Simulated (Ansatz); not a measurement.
Take Ga2O3 in the corundum structure (space group R-3c, No. 167; a = 4.985 Å, c = 13.442 Å (hexagonal axes)) as the base. Axes: x lies along a and z along c of the hexagonal cell.

Now apply this change: the cell is stretched by 2.27 % along y with no lateral relaxation, atoms relaxed at fixed cell.

The values are results of plane-wave PAW DFT at the r2SCAN level (Ansatz, a first-principles code, 500 eV), without spin-orbit coupling, not measurements.

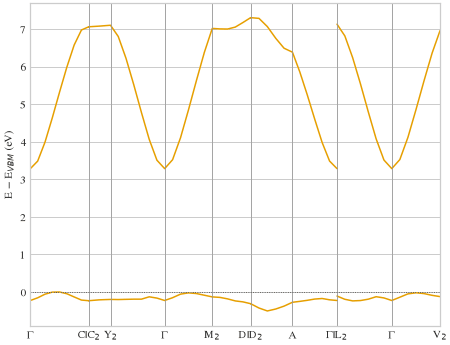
Figure: Highest valence and lowest conduction band along the path of the changed cell's own zone

The gap is 3.28 eV, indirect, Γ–C (50 % along) → Γ; the base has 3.55 eV.

The cells carry an imposed strain or load. Stability against distortions was not tested. k-point labels follow each cell's own Brillouin zone.
